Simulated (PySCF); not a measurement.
```xyz
19

C     3.2076   -1.2366   -0.6144
C     2.2836   -0.4561    0.2736
O     2.6321    0.3045    1.1422
O     1.0048   -0.6703    0.0291
Si   -0.0736    0.1493    1.0291
Si   -0.5235    2.3784    0.5497
C    -2.0070    1.3609   -0.0894
F    -3.1401    1.8039   -0.6905
C    -1.7568    0.0639    0.1472
C    -2.6318   -1.0930   -0.1775
H     2.8883   -1.1399   -1.6491
H     4.2274   -0.8840   -0.4942
H     3.1526   -2.2889   -0.3407
H     0.0113   -0.5577    2.3064
H    -0.9003    3.3143    1.6117
H     0.1577    3.1435   -0.5039
H    -3.5091   -0.7777   -0.7400
H    -2.0757   -1.8251   -0.7618
H    -2.9575   -1.5800    0.7416
```

Geometry: GFN2-xTB.

Method: PBE0/pcSseg-1, SCF density, gas phase, non-relativistic in PySCF.

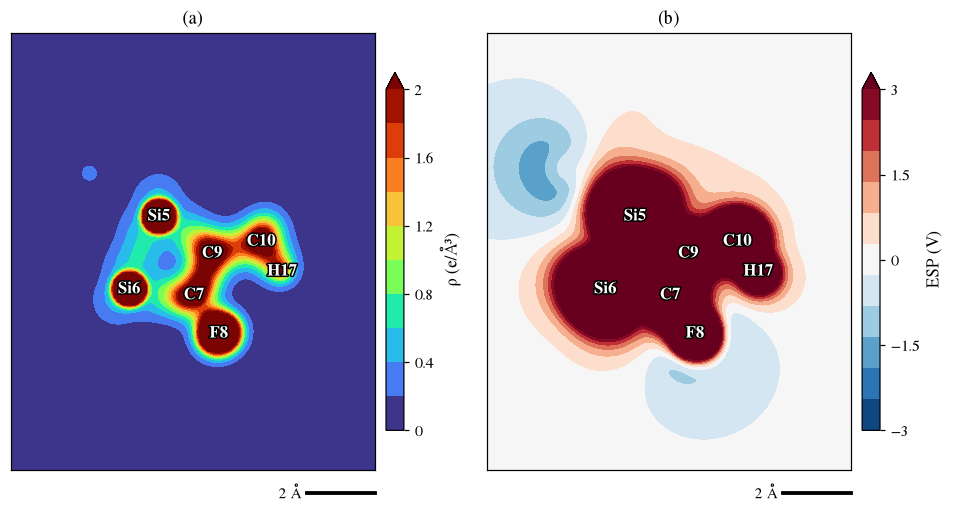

C5H9FO2Si2. (a) electron density; (b) molecular electrostatic potential on the plane of atoms Si6, C7 and F8.

### Read the bonding off the picture.

- The plane passes through Si, C, F and H nuclei.
- C–C (1.34 Å): ρ at the midpoint is about 2.3 e/Å³.
- C–F (1.36 Å): ρ is about 2.2 e/Å³ halfway, with its minimum of 1.7 e/Å³ about 0.5 Å from C.
- C–Si (1.90 Å): ρ at the midpoint is about 0.92 e/Å³.
- Si–Si (2.32 Å): the density is about 0.63 e/Å³ at the midpoint.
- C–H (1.09 Å): the density is about 2 e/Å³ at the midpoint.
- Outside the dense part of the molecule the potential is most negative (−1.6 V) near O3, which lies off the plane.
